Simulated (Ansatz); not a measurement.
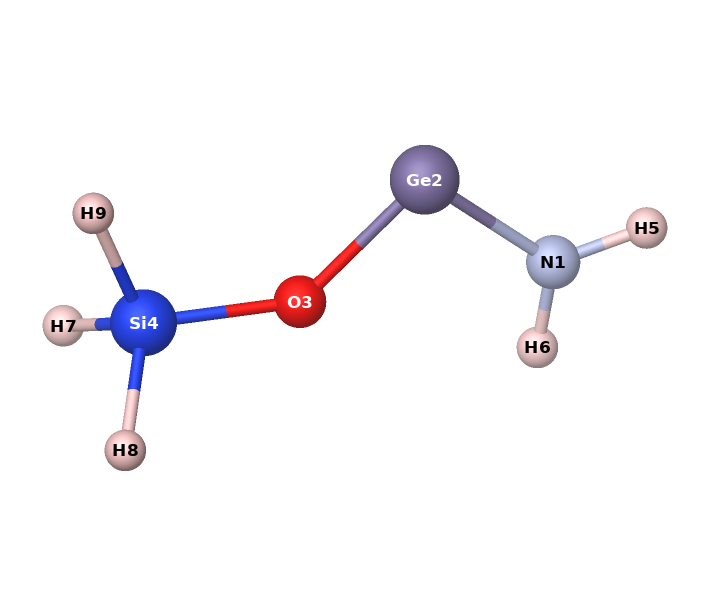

Numbered structure. The geometry was computed by an optimisation with PBE0-D4/def2-TZVP.

### How are the neighbours of atom 1 arranged?

N1 has 3 neighbours (Ge2 at 1.81, H5 at 1.01, H6 at 1.01 Å); the arrangement is trigonal planar.

### What is the geometry at Ge2?

Ge2 has 2 neighbours (N1 at 1.81, O3 at 1.80 Å); the arrangement is bent.

### Describe the coordination of atom 3.

O3 has 2 neighbours (Ge2 at 1.80, Si4 at 1.63 Å); the arrangement is bent.

### Describe the coordination of atom 4.

Si4 has 4 neighbours (O3 at 1.63, H7 at 1.49, H8 at 1.49, H9 at 1.49 Å); the arrangement is tetrahedral.

### What is the dihedral angle N1–Ge2–O3–Si4?

180° in size, that is anti.
